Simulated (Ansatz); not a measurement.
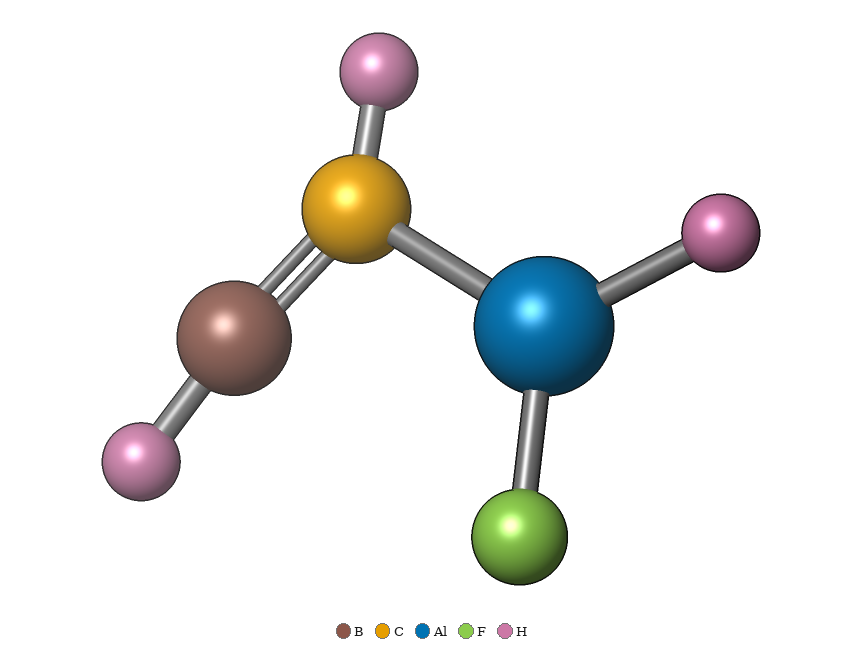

The computed structure is the end point of a PBE0-D4/def2-TZVP optimisation. No frequency run is at hand to confirm it as a minimum.

Give the structural formula.

SMILES: [H]/B=[CH]\[AlH][F]

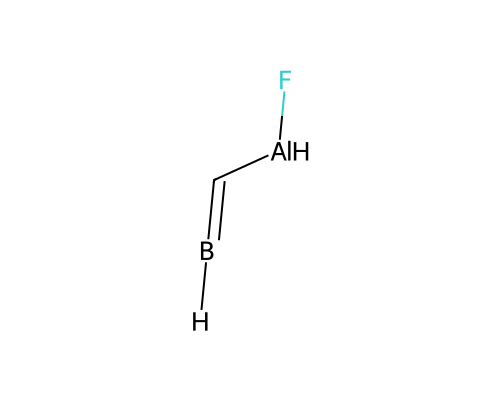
